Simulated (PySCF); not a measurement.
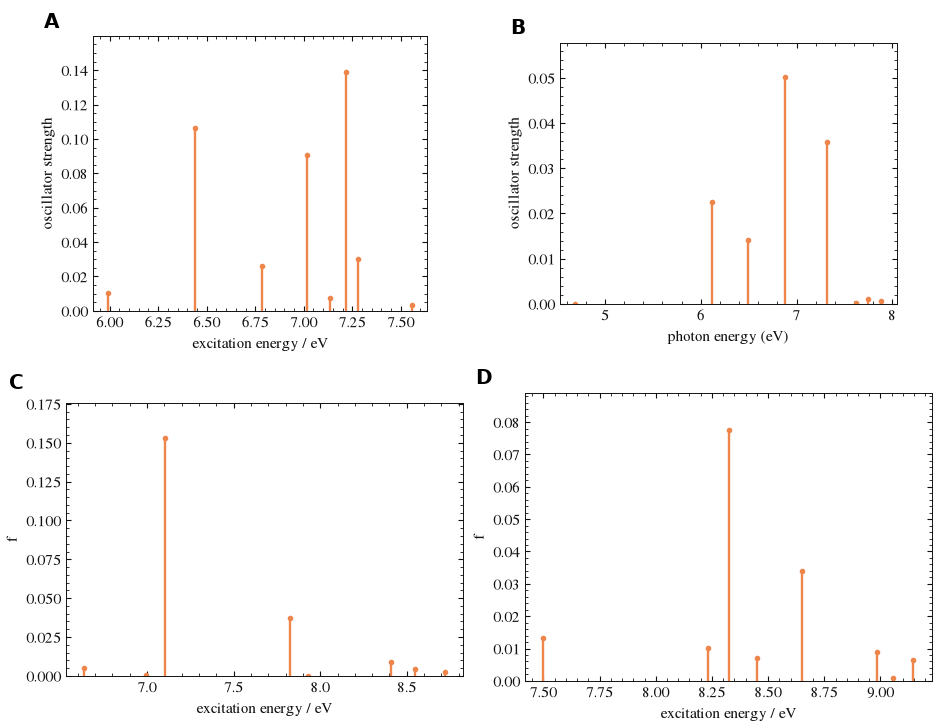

Vertical TDDFT excitations, ωB97X-D/def2-SVPD in PySCF 2.14.0, at a GFN2-xTB geometry (no frequency check), gas phase. Each panel shows the lowest singlet states that were computed.

### Assign the panels.
1. Si₃PH₇OCl₂, SMILES Cl[SiH2]O[SiH2]P[SiH2]Cl
2. C₄H₇FO₂, SMILES F[C@H]1COCCO1
3. C₄H₇NO (2-methyl-2-oxazoline), SMILES CC1=NCCO1
4. C₅H₇NS, SMILES N#CCC1CSC1

A: 1 (S1 at 5.99 eV, brightest at 7.22 eV)
B: 4 (S1 at 4.69 eV, brightest at 6.88 eV)
C: 3 (S1 at 6.64 eV, brightest at 7.10 eV)
D: 2 (S1 at 7.50 eV, brightest at 8.33 eV)

Limits of at least one run: core orbitals are frozen in the response; one conformer of a flexible molecule; the tight-binding geometry is rougher than a DFT one and adds to the error.
